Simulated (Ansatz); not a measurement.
## WH₂Cl₃F₃: geometry relaxation (part 2 of 2)

The same run, continued: WH₂Cl₃F₃; RKS BHLYP-D4/def2-SVP (Ansatz 0.2.0). The input holds or restrains some coordinates. It belongs to a series of runs on one base structure; here: pulled along the bonds that form and break, towards end B.

Geometry of the input (Å):
```
W  0.0000  0.0000  0.0000
H  0.0000  0.0000  2.0700
F  1.8500  0.0000  0.0000
Cl 0.0000  2.3900  0.0000
F  -1.8500  0.0000  0.0000
F  0.0000  -1.8500  0.0000
Cl 0.0000  0.0000  -2.3900
Cl 1.7678  1.8416  0.8482
H  0.7133  0.7430  2.0759
```

Trajectory as extended XYZ, continued
```
9
Properties=species:S:1:pos:R:3:forces:R:3 step=5 energy=-47552.37471
W     0.2393    0.0384   -0.2576   -0.4389  -0.4149  -0.7271
H     0.0206    0.0420    2.6694   -0.9750  -0.9357   0.5681
F     2.0521   -0.4824   -0.0180   -0.9180  -0.1202   0.1214
Cl   -0.3150    2.6463   -0.1247   -2.2323   0.7755  -0.6616
F    -1.6096    0.1492    0.1021    0.7599  -0.1298   0.0932
F    -0.0188   -1.7900   -0.0432   -0.0977  -0.5455   0.0552
Cl    0.0296    0.1277   -2.5167    0.1887   0.1731   0.4697
Cl    1.5993    1.9410    0.4922    2.7980   0.3953   0.6251
H     0.4836    0.4523    2.3006    0.9153   0.8022  -0.5439
9
Properties=species:S:1:pos:R:3:forces:R:3 step=6 energy=-47553.29016
W     0.2635    0.0597   -0.2564    0.1614   3.5158  -1.6310
H     0.0270    0.0315    2.6675   -0.8847  -0.9081   0.4393
F     2.0337   -0.5447   -0.0042   -1.1572  -0.6054  -0.2416
Cl   -0.4913    2.6883   -0.1844   -2.6716  -1.0502  -1.1741
F    -1.5631    0.1560    0.1283    0.8185  -0.7963   0.4899
F    -0.0255   -1.7755   -0.0476   -0.1051   0.8967   0.2883
Cl    0.0576    0.1670   -2.5101    0.5035  -0.1309   1.5045
Cl    1.6932    1.8757    0.4975    2.5048  -1.6891   0.8037
H     0.4861    0.4665    2.3136    0.8303   0.7675  -0.4789
9
Properties=species:S:1:pos:R:3:forces:R:3 step=7 energy=-47554.62059
W     0.2812    0.1585   -0.2681    0.0763   2.7353  -0.5141
H     0.0242    0.0239    2.6643   -0.9238  -0.9189   0.4368
F     1.9998   -0.5922   -0.0290   -1.0846  -0.5497  -0.5617
Cl   -0.6666    2.6470   -0.2642   -0.1678  -1.8306  -0.5610
F    -1.5309    0.1399    0.1614    0.8719  -0.6863   0.4557
F    -0.0314   -1.6851   -0.0380   -0.1937   1.0819   0.1093
Cl    0.0857    0.1746   -2.4930    0.5245  -0.0392   0.9844
Cl    1.8324    1.7955    0.5483    0.0236  -0.6004   0.1085
H     0.4868    0.4625    2.3223    0.8734   0.8079  -0.4578
9
Properties=species:S:1:pos:R:3:forces:R:3 step=8 energy=-47555.36160
W     0.2705    0.2484   -0.2681    0.0586   1.2691   0.1218
H    -0.0346   -0.0152    2.6320   -0.8093  -0.6920   0.2670
F     1.9663   -0.5448   -0.1339   -0.6208  -0.4225  -0.5339
Cl   -0.6541    2.5552   -0.4415    0.0194  -1.3495  -0.4238
F    -1.4813    0.1469    0.3520    0.7272  -0.1859   0.3067
F    -0.0439   -1.6081   -0.0495   -0.1433   1.0244  -0.0089
Cl    0.1183    0.1470   -2.4731    0.3024  -0.0044   0.2547
Cl    1.8515    1.7921    0.6409   -0.3421  -0.2323   0.2087
H     0.4883    0.4031    2.3452    0.8080   0.5931  -0.1923
9
Properties=species:S:1:pos:R:3:forces:R:3 step=9 energy=-47555.81524
W     0.2672    0.3156   -0.2774   -0.0093  -0.3066   0.8134
H    -0.0624   -0.0510    2.6015   -0.5336  -0.4678   0.1204
F     1.9350   -0.5325   -0.2430   -0.2105   0.0392  -0.4326
Cl   -0.6578    2.4465   -0.6036   -0.1184  -0.1734  -0.2950
F    -1.4268    0.1650    0.5078    0.7960   0.3124   0.1139
F    -0.0754   -1.5333   -0.0732   -0.1057   0.6503  -0.1247
Cl    0.1591    0.1389   -2.4751    0.2006  -0.1610  -0.3600
Cl    1.8409    1.7864    0.7399   -0.5669  -0.2254   0.0924
H     0.5013    0.3890    2.4272    0.5478   0.3323   0.0722
9
Properties=species:S:1:pos:R:3:forces:R:3 step=10 energy=-47556.07360
W     0.2738    0.3350   -0.2838   -0.0433   0.0242   0.7277
H    -0.0779   -0.0855    2.5804   -1.0456  -0.8568   0.2265
F     1.9408   -0.5240   -0.3412   -0.2854   0.3524  -0.2103
Cl   -0.6895    2.4156   -0.7547    0.0629  -0.2036  -0.1815
F    -1.3466    0.2433    0.6676    1.0014   0.3499  -0.2309
F    -0.1062   -1.4833   -0.0962   -0.1915   0.2057  -0.1024
Cl    0.2051    0.1033   -2.5011    0.0897  -0.1680  -0.2602
Cl    1.7828    1.7819    0.8210   -0.6987  -0.3693  -0.1089
H     0.4989    0.3383    2.5122    1.1105   0.6655   0.1399
9
Properties=species:S:1:pos:R:3:forces:R:3 step=11 energy=-47556.33365
W     0.2589    0.3668   -0.3219    0.1109   0.1169   1.0987
H    -0.0552   -0.1421    2.5534   -0.4177  -0.3965   0.1925
F     1.9254   -0.4649   -0.4223   -0.1143   0.3761  -0.0020
Cl   -0.6905    2.3835   -0.9311    0.0454  -0.0809  -0.1490
F    -1.2689    0.3529    0.7820    1.0488   0.3088  -0.5958
F    -0.1616   -1.4305   -0.1255   -0.2297   0.1190  -0.0678
Cl    0.2418    0.0147   -2.5499   -0.0714  -0.0465  -0.2471
Cl    1.6803    1.7875    0.9408   -0.8169  -0.5119  -0.5273
H     0.5509    0.2566    2.6786    0.4449   0.1152   0.2978
9
Properties=species:S:1:pos:R:3:forces:R:3 step=12 energy=-47556.51454
W     0.2626    0.3846   -0.3422    0.0093   0.6792   0.8155
H     0.0144   -0.2184    2.5154   -0.3147  -0.3435   0.2315
F     1.9364   -0.4094   -0.4072   -0.0868   0.2825  -0.0588
Cl   -0.6784    2.3573   -1.1240    0.1714  -0.0164   0.1440
F    -1.1865    0.5014    0.8187    0.4986   0.0627  -0.3736
F    -0.2266   -1.3819   -0.1153   -0.1265   0.0373  -0.0207
Cl    0.2184   -0.0459   -2.5734    0.1206  -0.2784  -0.2254
Cl    1.5302    1.8113    1.0464   -0.5500  -0.3908  -0.7969
H     0.6106    0.1256    2.7857    0.2779  -0.0326   0.2845
9
Properties=species:S:1:pos:R:3:forces:R:3 step=13 energy=-47556.60879
W     0.2222    0.4397   -0.3285    0.5821   0.6094   0.5245
H     0.0953   -0.3895    2.4777   -1.0161  -0.7895  -0.1043
F     1.9264   -0.2699   -0.3835   -0.0070   0.1100  -0.0324
Cl   -0.5564    2.3922   -1.2592    0.0366   0.0130  -0.0284
F    -1.2372    0.6400    0.7814    0.0812   0.0465  -0.1477
F    -0.2393   -1.3110    0.0213   -0.0997  -0.0421   0.0107
Cl    0.1784   -0.2118   -2.5294   -0.0839  -0.0671  -0.0097
Cl    1.4078    1.8750    1.1230   -0.4391  -0.2861  -0.7040
H     0.6839   -0.0402    2.7013    0.9459   0.4060   0.4912
9
Properties=species:S:1:pos:R:3:forces:R:3 step=14 energy=-47556.67144
W     0.2357    0.4875   -0.3000    0.1452   0.3206   0.1728
H     0.1360   -0.5800    2.4445   -0.9065  -0.9228  -0.0794
F     1.9582   -0.1616   -0.3676   -0.0476   0.0611  -0.1159
Cl   -0.4606    2.3987   -1.3655    0.1644   0.0137   0.0427
F    -1.2594    0.7406    0.7407    0.0451   0.0374  -0.0701
F    -0.2176   -1.2525    0.1343    0.0919   0.1445   0.0020
Cl    0.0645   -0.3304   -2.4665    0.0514   0.0695   0.2988
Cl    1.3507    1.9492    1.1852   -0.4389  -0.3613  -0.6834
H     0.6736   -0.1269    2.5990    0.8950   0.6375   0.4325
9
Properties=species:S:1:pos:R:3:forces:R:3 step=15 energy=-47556.74104
W     0.2210    0.5070   -0.3011    0.3944   0.3581   0.1933
H     0.1795   -0.6455    2.4070   -0.9046  -1.0062  -0.1415
F     1.9708   -0.0387   -0.4606   -0.0303   0.0679  -0.0860
Cl   -0.2735    2.4347   -1.4250    0.0643   0.0207  -0.1114
F    -1.3395    0.7687    0.6297   -0.0126  -0.0155  -0.0436
F    -0.1251   -1.2269    0.2465    0.0600   0.1893  -0.0037
Cl   -0.0948   -0.4177   -2.3995   -0.0432   0.1233   0.2207
Cl    1.2593    1.9313    1.2723   -0.4014  -0.4425  -0.6417
H     0.6833   -0.1884    2.6348    0.8734   0.7051   0.6139
9
Properties=species:S:1:pos:R:3:forces:R:3 step=16 energy=-47556.82219
W     0.2212    0.5236   -0.3086    0.6208   0.3909   0.0736
H     0.1955   -0.6662    2.3720   -0.5885  -0.7837  -0.0573
F     1.9964    0.0905   -0.5897   -0.4239   0.1053  -0.0411
Cl   -0.1153    2.4526   -1.5077    0.1144  -0.1878   0.1937
F    -1.3986    0.7642    0.5249    0.1417   0.0079  -0.1271
F    -0.0015   -1.2044    0.3419    0.1456   0.5026  -0.1613
Cl   -0.2745   -0.4650   -2.3361   -0.0241   0.0580   0.2855
Cl    1.2012    1.8703    1.3725   -0.5223  -0.5122  -0.8656
H     0.6566   -0.2411    2.7349    0.5362   0.4191   0.6996
9
Properties=species:S:1:pos:R:3:forces:R:3 step=17 energy=-47556.90584
W     0.2394    0.5309   -0.3381    0.4139   0.4366   0.1759
H     0.2178   -0.6715    2.3458   -0.3421  -0.6302   0.0755
F     2.0161    0.1809   -0.7137   -0.5697   0.0895   0.0186
Cl    0.0268    2.4882   -1.5098    0.0294  -0.3768  -0.0102
F    -1.4206    0.7582    0.4262    0.2521  -0.0412  -0.1887
F     0.1292   -1.1731    0.4074    0.1815   0.5900  -0.2287
Cl   -0.4483   -0.5326   -2.2734    0.1285   0.3277   0.3772
Cl    1.1172    1.8203    1.4351   -0.3752  -0.6190  -0.9093
H     0.6035   -0.2766    2.8247    0.2815   0.2233   0.6897
9
Properties=species:S:1:pos:R:3:forces:R:3 step=18 energy=-47556.98696
W     0.2692    0.5381   -0.3544    0.5057   0.6219   0.2062
H     0.1254   -0.6272    2.3462   -0.5483  -0.8344  -0.3287
F     2.0098    0.2511   -0.8829   -0.2185   0.0587  -0.0056
Cl    0.0226    2.4890   -1.5026    0.0144  -0.0809   0.0423
F    -1.3835    0.6989    0.4355    0.1184   0.0338  -0.1006
F     0.3232   -1.1338    0.4357    0.0835   0.1261  -0.1483
Cl   -0.5191   -0.5376   -2.2205    0.0232   0.0651   0.1785
Cl    1.1960    1.7223    1.4555   -0.3712  -0.4201  -0.9668
H     0.4375   -0.2761    2.8915    0.3929   0.4297   1.1229
9
Properties=species:S:1:pos:R:3:forces:R:3 step=19 energy=-47557.02939
W     0.3179    0.5220   -0.3641    0.6128   0.5634   0.3169
H    -0.0319   -0.5535    2.3508   -0.6746  -0.9081  -0.5784
F     2.0181    0.3157   -1.0401   -0.1823   0.0554   0.0057
Cl   -0.0131    2.4981   -1.4348    0.0026  -0.0150   0.0216
F    -1.3033    0.6169    0.4960    0.0745   0.0347  -0.0569
F     0.5188   -1.1508    0.3974    0.0629   0.1157  -0.0264
Cl   -0.5867   -0.5504   -2.1671    0.0049   0.0095   0.0603
Cl    1.3035    1.6424    1.4552   -0.3150  -0.3443  -1.0007
H     0.2578   -0.2158    2.9108    0.4142   0.4889   1.2577
9
Properties=species:S:1:pos:R:3:forces:R:3 step=20 energy=-47557.07596
W     0.3589    0.5140   -0.3553    0.8160   0.4677   0.3231
H    -0.2031   -0.5738    2.3316   -0.5847  -0.8511  -0.3501
F     2.0055    0.3814   -1.1755   -0.2529   0.0020   0.0492
Cl   -0.0445    2.5012   -1.3792    0.0021  -0.0201   0.0963
F    -1.2289    0.5753    0.5649    0.0545   0.0547  -0.1048
F     0.7102   -1.1279    0.4270   -0.0390   0.1856  -0.2154
Cl   -0.6414   -0.5850   -2.0907    0.0748  -0.0242   0.1521
Cl    1.4360    1.5951    1.4411   -0.4106  -0.3375  -0.9587
H     0.0885   -0.1558    2.8403    0.3399   0.5228   1.0081
9
Properties=species:S:1:pos:R:3:forces:R:3 step=21 energy=-47557.06608
W     0.3763    0.5030   -0.3547    0.5871   0.7295   0.2077
H    -0.2522   -0.5117    2.3314   -0.8162  -0.9943  -0.6214
F     1.9822    0.4065   -1.2427    0.0117   0.0075   0.0040
Cl   -0.0469    2.5145   -1.3197    0.0038  -0.0220   0.0069
F    -1.2257    0.5711    0.5356   -0.0312  -0.0053   0.0465
F     0.7575   -1.1325    0.4038    0.0276  -0.0638   0.0586
Cl   -0.6353   -0.6265   -2.0583    0.0061   0.0141   0.0097
Cl    1.4594    1.5372    1.4612   -0.3154  -0.2835  -0.9711
H     0.0658   -0.1370    2.8474    0.5265   0.6177   1.2591
```

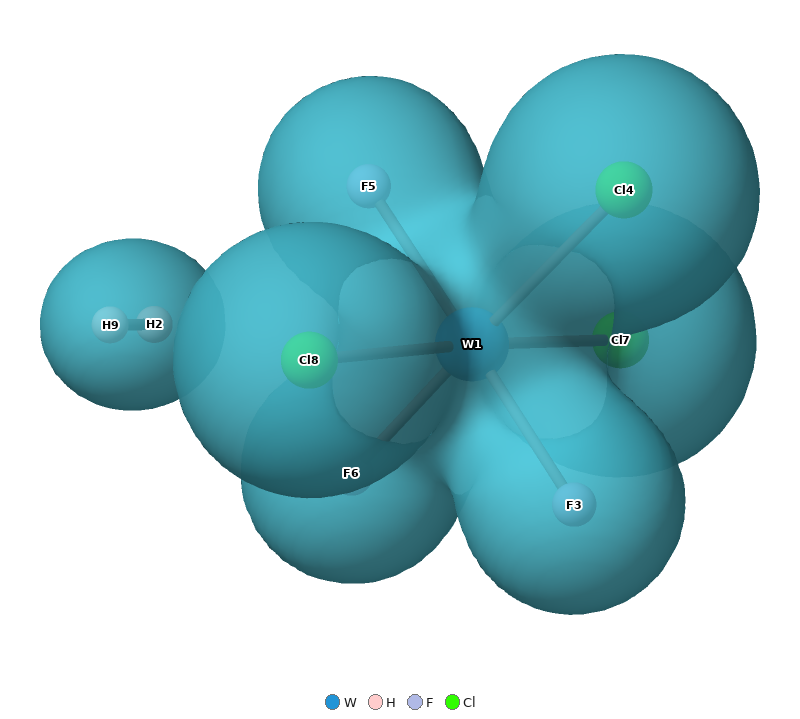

**Figure 1.** Isosurface of the total electron density at 0.2 e/Å³ (cyan), seen from the side. At this value the surface falls into two separate pieces. It is pinched off along the W···H (2.94 Å) contacts. On the grid the lowest density along these lines, outside the cores, is 0.06 e/Å³ (W···H, 2.94 Å), 1.1 e/Å³ (W–F, 1.83 Å), 0.74 e/Å³ (W–Cl, 2.27 Å) and 1.9 e/Å³ (H–H, 0.71 Å).

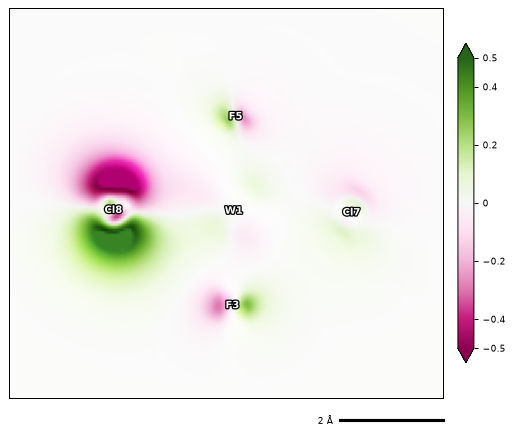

**Figure 2.** One frontier orbital on the plane of atoms F3, W1 and Cl7 (values in Å⁻³ᐟ²; the overall sign is arbitrary). The HOMO−1, at −11.25 eV.

Key numbers

```json
{"quantity": "outcome", "value": "converged under the restraints of the input"}
{"quantity": "total energy", "value": "−47557.0663 eV"}
{"quantity": "mean-field energy", "value": "−47556.5681 eV"}
{"quantity": "largest force (length of the vector) at the end, held atoms and coordinates included", "value": "1.498 eV/Å"}
{"quantity": "hardware", "value": "4 threads of AMD EPYC (Zen 3), 24 GiB of memory available, shared host"}
{"quantity": "wall time", "value": "88 s (CPU time 5.5 min)"}
{"quantity": "peak memory", "value": "0.46 GiB"}
```
